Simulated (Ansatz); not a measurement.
## Fields on a plane of MoS2 (3R-MoS2 type, space group R3m)

```yaml
crystal:
  lattice:
    - [1.55780, 0.89940, 5.78545]
    - [-1.55780, 0.89940, 5.78545]
    - [0.00000, -1.79879, 5.78545]
  atoms:
    - { symbol: Mo, position: [0.00004, 0.00004, 0.00004] }
    - { symbol: S, position: [0.75647, 0.75647, 0.75647] }
    - { symbol: S, position: [0.57679, 0.57679, 0.57679] }
```

The slice is a (0001) plane (indices of the conventional cell) through the point (0.000, 0.000, 0.000) (fractional), spanned by u = [1 0 -1] and v = [-1 2 -1] in vectors of this cell: u (3.12 Å) and v (5.40 Å, at 90° to u). It covers one period; positions are fractions (u, v).

Atoms on it: Mo at (0.00, 0.00); Mo at (0.50, 0.50).

The numbers are results of PBEsol-D3(BJ) (plane waves to 420 eV, PAW, scalar-relativistic; Ansatz, a quantum-chemistry and plane-wave program), not measurements. k mesh 12×12×12. These are valence fields of a PAW run, semicore shells included where kept as valence: close to a nucleus they are smooth pseudo fields. MoS2 is run without spin polarisation. MoS2 was relaxed with its symmetry unable to fall. This is one of several known forms of MoS2; the measured ambient cells at hand have space group No. 194.

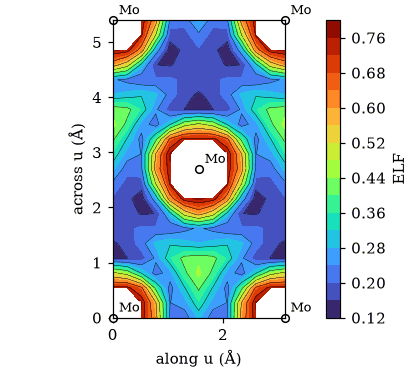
Electron localisation function (ELF), one period of the plane, atoms marked. Points within 0.5 Å of a nucleus are left white, as the pseudised field means little there.

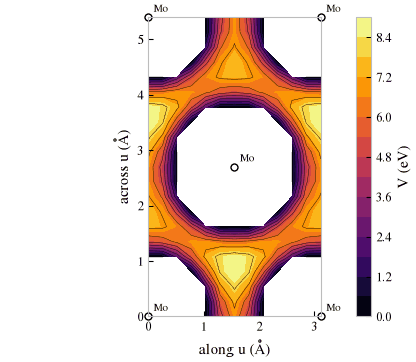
Figure. Electrostatic potential energy of an electron, from the cell's mean, in eV, one period of the plane, atoms marked. Points within 1 Å of a nucleus are left white, as the pseudised field means little there. Values under 0 eV are set to 0. The zero, the cell's mean, hangs on the PAW cores.
